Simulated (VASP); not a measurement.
# ZnO (zincite): the relaxed cell at several levels, part 3 of 3

Aim: relax ZnO (zincite) at several levels and hold each cell against experiment. The start is a cell from a database of measured crystal structures.

VASP 6.6.1, plane waves and PAW; the level of theory is named at each step.

So far. Step 4 (Relaxation with r2SCAN): It ends at 11.88 Å³/atom, -0.2 % from the start, with -0.01 GPa left. The conventional cell has a = 3.242 and c = 5.219 Å. Step 5 (Relaxation with PBE + D3(BJ)): It ends at 12.15 Å³/atom, +2.1 % from the start, with -0.05 GPa left. The conventional cell has a = 3.263 and c = 5.269 Å. Against plain PBE, the dispersion term moves a by -0.8 % and c by -0.6 %.

**6. Relaxation with r2SCAN + rVV10**

This step: r2SCAN with rVV10; plane waves and PAW (Zn, O) (VASP 6.6.1).

LUSE_VDW switches on a nonlocal correlation term for dispersion.

INCAR

```
SYSTEM = ZnO
PREC = Accurate
ENCUT = 560
EDIFF = 1E-06
NELM = 100
ISMEAR = -1
SIGMA = 0.05
LREAL = .FALSE.
ALGO = Normal
METAGGA = R2SCAN
LUSE_VDW = .TRUE.
IVDW_NL = 2
BPARAM = 11.95
CPARAM = 0.0093
LASPH = .TRUE.
NBANDS = 24
LORBIT = 11
LWAVE = .FALSE.
LCHARG = .FALSE.
KPAR = 4
IBRION = 2
NSW = 60
ISIF = 3
EDIFFG = -0.01
```

POSCAR

```
ZnO
1.0
    3.2493080000      0.0000000000      0.0000000000
   -1.6246540000      2.8139832727      0.0000000000
    0.0000000000      0.0000000000      5.2057090000
Zn O
2 2
Direct
    0.3333333333      0.6666666667      0.5000000000
    0.6666666667      0.3333333333      0.0000000000
    0.6666666667      0.3333333333      0.3790100000
    0.3333333333      0.6666666667      0.8790100000
```

KPOINTS

```
Automatic mesh
0
Gamma
8 8 5
0 0 0
```

PAW data sets: Zn and O (PBE family, release 64).

On the command line:

```sh
mpirun -np 4 vasp_std
```

Numbers of over 12 decimals in the logs are rounded to 6 here.

What it wrote:

```text
[banner, memory and clock lines left out]
running    4 mpi-ranks, on    1 nodes
[...]
|                                                                             |
|               ----> ADVICE to this user running VASP <----                  |
|                                                                             |
|     You have switched on vdW-DFT.                                           |
|     This routine was written and supplied by Jiri Klimes. We recommend      |
|     that you carefully read and cite the following publications:            |
|       J. Klimes, D.R. Bowler, A. Michelides                                 |
|          J. Phys.: Cond Matt. 22 022201 (2010)                              |
|       J. Klimes, D.R. Bowler, A. Michelides                                 |
|          Phys. Rev. B. 83, 195131 (2011)                                    |
|     and references therein.                                                 |
|                                                                             |

[...]
Total rVV10 correction in eV:      1.0689647    37.3237474
DAV:  16    -0.352495641577E+02    0.67576E-06   -0.68895E-07   968   0.139E-02
Total rVV10 correction in eV:      1.0689559    37.3237474
Total rVV10 correction in eV:      1.0689559    37.3237474
Total rVV10 correction in eV:      1.0689559    37.3237474
Total rVV10 correction in eV:      1.0689559    37.3237474
Total rVV10 correction in eV:      1.0689662    37.3237474
Total rVV10 correction in eV:      1.0689662    37.3237474
Total rVV10 correction in eV:      1.0689662    37.3237474
Total rVV10 correction in eV:      1.0689662    37.3237474
   1 F= -.35249564E+02 E0= -.35249564E+02  d E =-.352496E+02
[... from here on, the cycles between the ionic steps are left out ...]
   2 F= -.35252641E+02 E0= -.35252641E+02  d E =-.307670E-02
   3 F= -.35253573E+02 E0= -.35253573E+02  d E =-.400911E-02
   4 F= -.35253545E+02 E0= -.35253545E+02  d E =-.398045E-02
   5 F= -.35253556E+02 E0= -.35253556E+02  d E =-.399232E-02
   6 F= -.35253568E+02 E0= -.35253568E+02  d E =-.400402E-02
   7 F= -.35253592E+02 E0= -.35253592E+02  d E =-.234261E-04
 trial-energy change:   -0.000023  1 .order   -0.000044   -0.000072   -0.000017
 step:   1.2201(harm=  1.2201)  dis= 0.00011  next Energy=   -35.253615 (dE=-0.470E-04)
 reached required accuracy - stopping structural energy minimisation
```

Wall time 4.8 min (4 MPI ranks of Intel Xeon Platinum 8488C (Sapphire Rapids), shared host); peak memory 1.3 GiB.

From OUTCAR (step 6):

```text
  Total        0.0234740      0.0234740      0.0291001      0.0000000      0.0000000      0.0000000
  in kB        0.7984367      0.7984367      0.9898028      0.0000000      0.0000000      0.0000000
  external PRESSURE =       0.8622254 kB  Pullay stress =       0.0000000 kB

 POSITION                                       TOTAL-FORCE (eV/Angst)
 -----------------------------------------------------------------------------------
     -0.00000      1.86628      2.59996        -0.000000     -0.000000      0.009484
      1.61624      0.93314      5.20265        -0.000000      0.000000      0.009484
      1.61624      0.93314      1.97563         0.000000      0.000000     -0.009484
     -0.00000      1.86628      4.57832         0.000000      0.000000     -0.009484
 -----------------------------------------------------------------------------------
    total drift:                                0.000000      0.000000     -0.044025

  FREE ENERGIE OF THE ION-ELECTRON SYSTEM (eV)
  ---------------------------------------------------
  free  energy   TOTEN  =       -35.2535916060 eV

  energy  without entropy=      -35.2535914831  energy(sigma->0) =      -35.25359154

[... 2 parts as in an earlier step ...]

[... 2 further parts left out ...]
[key lines of the parts left out:]
E-fermi :   1.5565
```

It ends at 11.78 Å³/atom, -1.0 % from the start, with 0.09 GPa left. The conventional cell has a = 3.232 and c = 5.205 Å. Against plain r2SCAN, the dispersion term moves a by -0.3 % and c by -0.3 %.

**7. Relaxation with PBE + D4**

This step: PBE with D4; plane waves and PAW (Zn, O) (VASP 6.6.1).

D4 lets the coefficients depend on atomic charges too.

INCAR: that of step 6 with these lines changed.

```diff
@@ -9,8 +9,4 @@
 ALGO = Normal
-METAGGA = R2SCAN
-LUSE_VDW = .TRUE.
-IVDW_NL = 2
-BPARAM = 11.95
-CPARAM = 0.0093
-LASPH = .TRUE.
+GGA = PE
+IVDW = 13
 NBANDS = 24
```

POSCAR is that of step 6.

KPOINTS is that of step 6.

On the command line:

```sh
mpirun -np 4 vasp_std
```

What it wrote:

```text
[... set-up lines as in an earlier step ...]
 entering main loop
       N       E                     dE             d eps       ncg     rms          rms(c)
[... 14 cycles as in an earlier step ...]
   1 F= -.18773250E+02 E0= -.18773248E+02  d E =-.187733E+02
[... from here on, the cycles between the ionic steps are left out ...]
   2 F= -.18779477E+02 E0= -.18779474E+02  d E =-.622703E-02
   3 F= -.18781050E+02 E0= -.18781046E+02  d E =-.779928E-02
   4 F= -.18781046E+02 E0= -.18781042E+02  d E =-.779523E-02
   5 F= -.18781101E+02 E0= -.18781098E+02  d E =-.552188E-04
   6 F= -.18781109E+02 E0= -.18781106E+02  d E =-.634159E-04
   7 F= -.18781152E+02 E0= -.18781148E+02  d E =-.425286E-04
   8 F= -.18781187E+02 E0= -.18781184E+02  d E =-.779269E-04
[...]
reached required accuracy - stopping structural energy minimisation
```

Run time: 36 s. Hardware: 4 MPI ranks; peak memory 0.8 GiB; 2.3 min of CPU time.

Parts of OUTCAR (step 7):

```text
  Edisp (eV):   -0.93583

  Total       0.00078     0.00078    -0.03614     0.00000     0.00000    -0.00000
  in kB       0.02594     0.02594    -1.19444     0.00000     0.00000    -0.00000
  external pressure =       -0.38 kB  Pullay stress =        0.00 kB

 POSITION                                       TOTAL-FORCE (eV/Angst)
 -----------------------------------------------------------------------------------
     -0.00000      1.88224      2.63366        -0.000000     -0.000000      0.006529
      1.63007      0.94112      0.00022         0.000000     -0.000000      0.006529
      1.63007      0.94112      1.99598        -0.000000      0.000000     -0.006529
     -0.00000      1.88224      4.62943         0.000000      0.000000     -0.006529
 -----------------------------------------------------------------------------------
    total drift:                                0.000000      0.000000     -0.000721

  FREE ENERGIE OF THE ION-ELECTRON SYSTEM (eV)
  ---------------------------------------------------
  free  energy   TOTEN  =       -18.7811869269 eV

  energy  without entropy=      -18.7811803708  energy(sigma->0) =      -18.78118365

[... 2 parts as in an earlier step ...]

[... 2 further parts left out ...]
[key lines of the parts left out:]
E-fermi :   1.4569
```

It ends at 12.12 Å³/atom, +1.9 % from the start, with -0.04 GPa left. The conventional cell has a = 3.260 and c = 5.267 Å. Against plain PBE, the dispersion term moves a by -0.9 % and c by -0.7 %.

**8. Relaxation with PBE + TS**

This step: PBE with TS; plane waves and PAW (Zn, O) (VASP 6.6.1).

The Tkatchenko-Scheffler scheme scales free-atom polarisabilities by Hirshfeld volumes.

INCAR: that of step 7 with these lines changed.

```diff
@@ -10,3 +10,3 @@
 GGA = PE
-IVDW = 13
+IVDW = 20
 NBANDS = 24
```

POSCAR is that of step 7.

KPOINTS is that of step 7.

On the command line:

```sh
mpirun -np 4 vasp_std
```

What it wrote:

```text
[... set-up lines as in an earlier step ...]
 entering main loop
       N       E                     dE             d eps       ncg     rms          rms(c)
[... 14 cycles as in an earlier step ...]
 augmentation electrons   35.983750
 total        electrons   35.983750
 augmentation electrons   38.857832
 total        electrons   38.857832
 augmentation electrons   17.457832
 soft         electrons   18.525918
 total        electrons   35.983749
 translations:           2           2           1
   1 F= -.18552087E+02 E0= -.18552084E+02  d E =-.185521E+02
[... from here on, the cycles between the ionic steps are left out ...]
   2 F= -.18562501E+02 E0= -.18562497E+02  d E =-.104141E-01
   3 F= -.18564937E+02 E0= -.18564934E+02  d E =-.128504E-01
   4 F= -.18564946E+02 E0= -.18564943E+02  d E =-.128597E-01
   5 F= -.18565229E+02 E0= -.18565226E+02  d E =-.283192E-03
   6 F= -.18565477E+02 E0= -.18565473E+02  d E =-.530435E-03
   7 F= -.18565471E+02 E0= -.18565467E+02  d E =-.524891E-03
   8 F= -.18565562E+02 E0= -.18565559E+02  d E =-.615988E-03
   9 F= -.18565764E+02 E0= -.18565761E+02  d E =-.201997E-03
  10 F= -.18565794E+02 E0= -.18565790E+02  d E =-.231919E-03
[...]
reached required accuracy - stopping structural energy minimisation
```

Wall time 50 s (4 MPI ranks); peak memory 0.81 GiB; 3.2 min of CPU time.

Parts of OUTCAR (step 8):

```text
  Edisp (eV):   -0.71650

  Total       0.02241     0.02241     0.00468     0.00000     0.00000     0.00000
  in kB       0.73709     0.73709     0.15381     0.00000     0.00000     0.00000
  external pressure =        0.54 kB  Pullay stress =        0.00 kB

 POSITION                                       TOTAL-FORCE (eV/Angst)
 -----------------------------------------------------------------------------------
     -0.00000      1.88227      2.65115        -0.000000     -0.000000      0.005987
      1.63010      0.94114      0.00476        -0.000000     -0.000000      0.005987
      1.63010      0.94114      2.00125         0.000000      0.000000     -0.005987
     -0.00000      1.88227      4.64764         0.000000      0.000000     -0.005987
 -----------------------------------------------------------------------------------
    total drift:                                0.000000      0.000001     -0.001596

  FREE ENERGIE OF THE ION-ELECTRON SYSTEM (eV)
  ---------------------------------------------------
  free  energy   TOTEN  =       -18.5657941634 eV

  energy  without entropy=      -18.5657867020  energy(sigma->0) =      -18.56579043

[... 2 parts as in an earlier step ...]

[... 2 further parts left out ...]
[key lines of the parts left out:]
E-fermi :   1.4088
```

It ends at 12.18 Å³/atom, +2.4 % from the start, with 0.05 GPa left. The conventional cell has a = 3.260 and c = 5.293 Å. Against plain PBE, the dispersion term moves a by -0.9 % and c by -0.2 %.

**9. Relaxation with rev-vdW-DF2**

This step: rev-vdW-DF2; plane waves and PAW (Zn, O) (VASP 6.6.1).

rev-vdW-DF2 revises the exchange of vdW-DF2 for solids.

INCAR: that of step 8 with these lines changed.

```diff
@@ -9,4 +9,9 @@
 ALGO = Normal
-GGA = PE
-IVDW = 20
+GGA = MK
+AGGAC = 0
+LUSE_VDW = .TRUE.
+PARAM1 = 0.1234
+PARAM2 = 0.711357
+ZAB_VDW = -1.8867
+LASPH = .TRUE.
 NBANDS = 24
```

POSCAR is that of step 8.

KPOINTS is that of step 8.

On the command line:

```sh
mpirun -np 4 vasp_std
```

What it wrote:

```text
[banner, memory and clock lines left out]
running    4 mpi-ranks, on    1 nodes
[...]
[... a notice as in an earlier step ...]

 [... a notice as in an earlier step ...]

 LDA part: xc-table for (Slater+PW92), standard interpolation
 POSCAR, INCAR and KPOINTS ok, starting setup
[...]
entering main loop
       N       E                     dE             d eps       ncg     rms          rms(c)
DAV:   1     0.306605715282E+03    0.30661E+03   -0.19597E+04  1448   0.231E+03
DAV:   2     0.159692272473E+02   -0.29064E+03   -0.27589E+03  1568   0.441E+02
DAV:   3    -0.126554394211E+02   -0.28625E+02   -0.28422E+02  1616   0.144E+02
DAV:   4    -0.131166143659E+02   -0.46117E+00   -0.46090E+00  1760   0.193E+01
[...]
DAV:  13    -0.988668260350E+01   -0.71205E-05   -0.16970E-05  1928   0.836E-02    0.169E-02
DAV:  14    -0.988667877740E+01    0.38261E-05   -0.10111E-05  1752   0.295E-02    0.374E-03
DAV:  15    -0.988667864160E+01    0.13580E-06   -0.12383E-06  1072   0.911E-03
   1 F= -.98866786E+01 E0= -.98866764E+01  d E =-.988668E+01
[... from here on, the cycles between the ionic steps are left out ...]
   2 F= -.98938743E+01 E0= -.98938706E+01  d E =-.719565E-02
   3 F= -.98958641E+01 E0= -.98958609E+01  d E =-.918546E-02
   4 F= -.98958582E+01 E0= -.98958551E+01  d E =-.917960E-02
   5 F= -.98959585E+01 E0= -.98959554E+01  d E =-.100299E-03
   6 F= -.98959797E+01 E0= -.98959765E+01  d E =-.121479E-03
   7 F= -.98960499E+01 E0= -.98960466E+01  d E =-.701566E-04
   8 F= -.98960645E+01 E0= -.98960611E+01  d E =-.847329E-04
   9 F= -.98960995E+01 E0= -.98960962E+01  d E =-.350935E-04
 trial-energy change:   -0.000035  1 .order   -0.000033   -0.000054   -0.000012
 step:   1.0376(harm=  1.0376)  dis= 0.00100  next Energy=    -9.896099 (dE=-0.345E-04)
 reached required accuracy - stopping structural energy minimisation
```

The job ended after 4 min (4 MPI ranks; peak memory 1.6 GiB; 16 min of CPU time).

OUTCAR, selected parts (step 9):

```text
  Total       -0.0248400     -0.0248400     -0.0145431      0.0000000     -0.0000000      0.0000000
  in kB       -0.8196364     -0.8196364     -0.4798727      0.0000000     -0.0000000      0.0000000
  external PRESSURE =      -0.7063818 kB  Pullay stress =       0.0000000 kB

 POSITION                                       TOTAL-FORCE (eV/Angst)
 -----------------------------------------------------------------------------------
     -0.00000      1.88288      2.63694        -0.000000     -0.000000      0.001662
      1.63062      0.94144      0.00114        -0.000000     -0.000000      0.001662
      1.63062      0.94144      1.99685         0.000000      0.000000     -0.001662
     -0.00000      1.88288      4.63266         0.000000      0.000000     -0.001662
 -----------------------------------------------------------------------------------
    total drift:                                0.000000      0.000000      0.000915

  FREE ENERGIE OF THE ION-ELECTRON SYSTEM (eV)
  ---------------------------------------------------
  free  energy   TOTEN  =        -9.8960995450 eV

  energy  without entropy=       -9.8960928896  energy(sigma->0) =       -9.89609622

[... 2 parts as in an earlier step ...]

[... 2 further parts left out ...]
[key lines of the parts left out:]
E-fermi :   1.2557
```

It ends at 12.14 Å³/atom, +2.0 % from the start, with -0.07 GPa left. The conventional cell has a = 3.261 and c = 5.272 Å.

**10. The cells as a table**

This step: relaxed cells at several levels; plane waves and PAW (VASP 6.6.1).

Derived from the runs above.

Lengths are those of the conventional cell; cost is the wall time of each run, as given at its step, times its ranks, without the set-up around it. Results by level, by row:

```
         level  volume (Å³/atom)  change from the start (%)  a (Å)  c (Å)  cost (core minutes)
           LDA             11.42                         -4  3.196  5.167                 1.73
           PBE             12.41                        4.3  3.289  5.302                 2.07
        r2SCAN             11.88                       -0.2  3.242  5.219                 4.13
  PBE + D3(BJ)             12.15                        2.1  3.263  5.269                 2.27
r2SCAN + rVV10             11.78                         -1  3.232  5.205                 19.3
      PBE + D4             12.12                        1.9   3.26  5.267                  2.4
      PBE + TS             12.18                        2.4   3.26  5.293                 3.33
   rev-vdW-DF2             12.14                          2  3.261  5.272                 15.8
```

**11. What came out**

| Property | Result |
| --- | --- |
| volume, LDA | 11.42 Å³/atom |
| volume, PBE | 12.41 Å³/atom |
| volume, r2SCAN | 11.88 Å³/atom |
| volume, PBE + D3(BJ) | 12.15 Å³/atom |
| volume, r2SCAN + rVV10 | 11.78 Å³/atom |
| volume, PBE + D4 | 12.12 Å³/atom |
| volume, PBE + TS | 12.18 Å³/atom |
| volume, rev-vdW-DF2 | 12.14 Å³/atom |

In words: For ZnO (zincite) the levels give volumes between 11.42 Å³/atom (LDA) and 12.41 Å³/atom (PBE), a spread of 8.7 %, while the cost of the finished runs spans a factor of 11. Within 1 % of experiment on every length: r2SCAN and r2SCAN + rVV10. The nearest is r2SCAN. Thermal and zero-point expansion, often some tenths of a per cent in length, bear on this order: with the measured lengths lowered by an assumed 0.4 % the nearest becomes r2SCAN + rVV10. The costs hold the number of ionic steps as well as the price of the functional. The closing table has room for seven levels; rev-vdW-DF2 stands in the table of levels alone. Adding D3(BJ) to PBE changes the volume by -2.1 % (a by -0.8 % and c by -0.6 %). Adding rVV10 to r2SCAN changes the volume by -0.9 % (a by -0.3 % and c by -0.3 %). Adding D4 to PBE changes the volume by -2.4 % (a by -0.9 % and c by -0.7 %). Within 0.02 Å all end in space group P6_3mc; the runs can't lower the symmetry of the start. Each is a single relaxation on the plane waves of the start cell, so larger changes of volume carry a basis-set error that was not tested here.

Comparison with the measured values:

| quantity | measured | LDA | PBE | r2SCAN | PBE + D3(BJ) | r2SCAN + rVV10 | PBE + D4 | PBE + TS |
| --- | --- | --- | --- | --- | --- | --- | --- | --- |
| lattice constant a (Å) | 3.24945 | 3.196 (-1.7 %) | 3.289 (+1.2 %) | 3.242 (-0.2 %) | 3.263 (+0.4 %) | 3.232 (-0.5 %) | 3.260 (+0.3 %) | 3.260 (+0.3 %) |
| lattice constant c (Å) | 5.20574 | 5.167 (-0.7 %) | 5.302 (+1.9 %) | 5.219 (+0.3 %) | 5.269 (+1.2 %) | 5.205 (-0.0 %) | 5.267 (+1.2 %) | 5.293 (+1.7 %) |

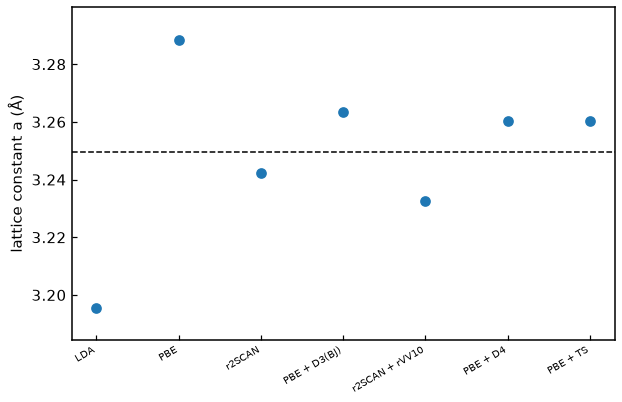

The lattice constant a by level; the dashed line is the measured value.

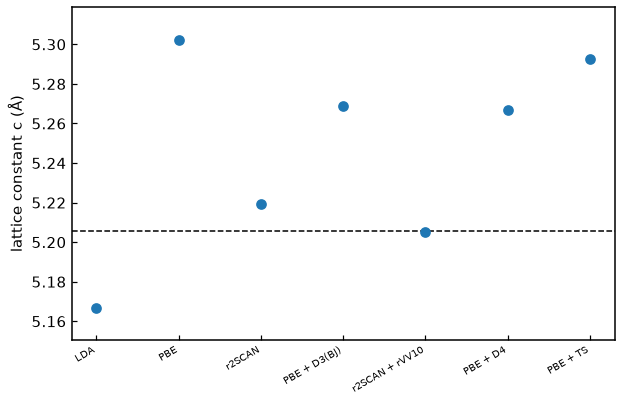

The lattice constant c by level; the dashed line is the measured value.

Measured values from arxiv:0808.0492 (2008).

**Verdict.** For the lattice constant a, of the levels listed nearest comes r2SCAN (-0.2 %, good agreement) and farthest LDA (-1.7 %, a clear miss). For the lattice constant c, of the levels listed nearest comes r2SCAN + rVV10 (-0.0 %, good agreement) and farthest PBE (+1.9 %, fair agreement). The grades are ours: good and fair within 0.7 and 1.5 % for the lattice constant a and 0.8 and 2 % for the lattice constant c. Zero-point motion and thermal expansion (measured at up to 298 K) are not in the computed lattice constants.

[Lines on the potential files, build, host, timing and source positions are cut from VASP's logs without a mark.]

[Logs are printed without paths, hosts, clocks, repeated set-up lines and the standing remarks that a program may print on its own settings, such as how far it seeks lower states.]

[Hosts, paths, dates, database ids (printed as entryN), source tags and the programs' standing remarks are cut or masked in the printed files.]

[Measured values are set beside computed ones only where the two were judged alike; some that the calculation misses by far are left out.]
